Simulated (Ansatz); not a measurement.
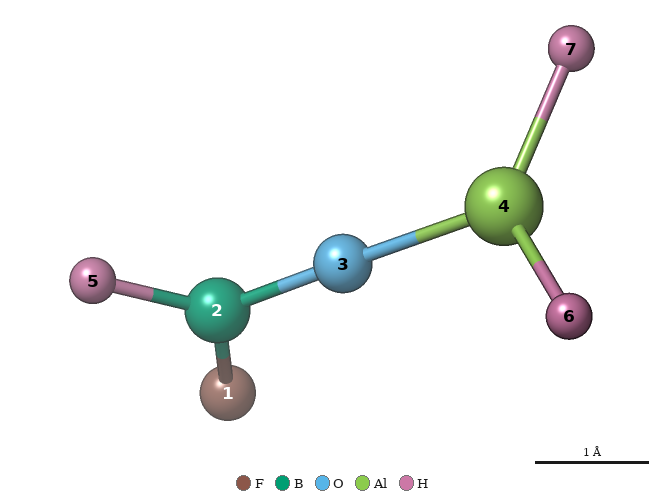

Orthographic view. Atoms fade into the background with distance from the viewer. Computed geometry: PBE-D4/def2-SVP optimisation. No frequency run is at hand to confirm it as a minimum.

Write a Z-matrix (Å, degrees) in the order of the atom numbers, with these reference atoms: 2 to 1; 3 to 2, 1; 4 to 3, 1, 2; 5 to 2, 1, 3; 6 to 4, 3, 5; 7 to 4, 6, 3.

```
F  
B    1   1.342
O    2   1.342   1   119.7
Al   3   1.722   1   149.7   2   178.1
H    2   1.219   1   118.1   3   180.0
H    4   1.589   3   116.6   5    87.6
H    4   1.589   6   126.7   3   179.2
```
